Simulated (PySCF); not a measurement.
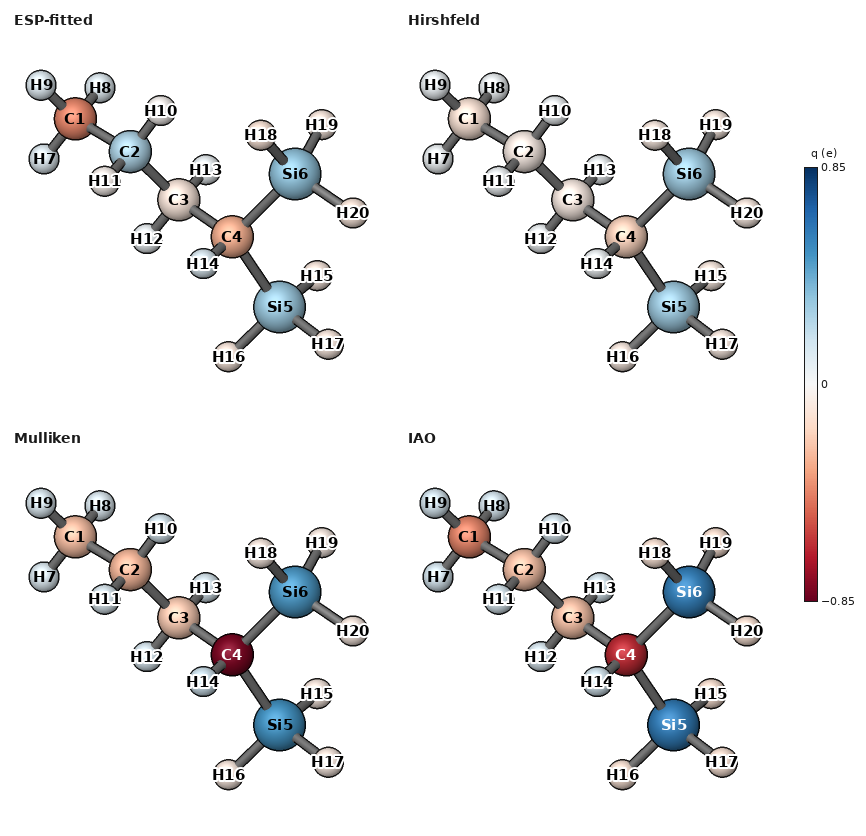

Atomic charges of one calculation by 4 schemes, on one colour scale. The computed structure is the end point of a GFN2-xTB optimisation. No frequency run is at hand to confirm it as a minimum. Method: PBE0/pcSseg-1 (PySCF 2.14.0).

> On which atom do the schemes disagree most?

On C4 (from −0.80 to −0.19 e).

List the charges (e), one line for each set of equivalent atoms.

```tsv
atom	ESP-fitted	Hirshfeld	Mulliken	IAO
C1	−0.41	−0.12	−0.26	−0.42
C2	0.27	−0.06	−0.27	−0.24
C3	−0.09	−0.07	−0.22	−0.24
C4	−0.30	−0.19	−0.80	−0.64
Si5	0.31	0.30	0.51	0.59
Si6	0.33	0.30	0.49	0.58
H7	0.10	0.04	0.11	0.14
H8	0.09	0.04	0.11	0.14
H9	0.10	0.04	0.12	0.14
H10	−0.02	0.03	0.14	0.13
H11	−0.04	0.04	0.12	0.13
H12	0.05	0.03	0.13	0.13
H13	0.05	0.03	0.13	0.13
H14	0.12	0.04	0.17	0.15
H15	−0.08	−0.08	−0.07	−0.12
H16	−0.09	−0.08	−0.08	−0.12
H17	−0.09	−0.08	−0.08	−0.12
H18	−0.11	−0.08	−0.07	−0.12
H19	−0.08	−0.08	−0.07	−0.12
H20	−0.09	−0.08	−0.08	−0.12
```

The geometry is semi-empirical. Around Si such bond lengths and angles can be off by a tenth of an ångström or more and by several degrees, and values that hang on the shape move with them.
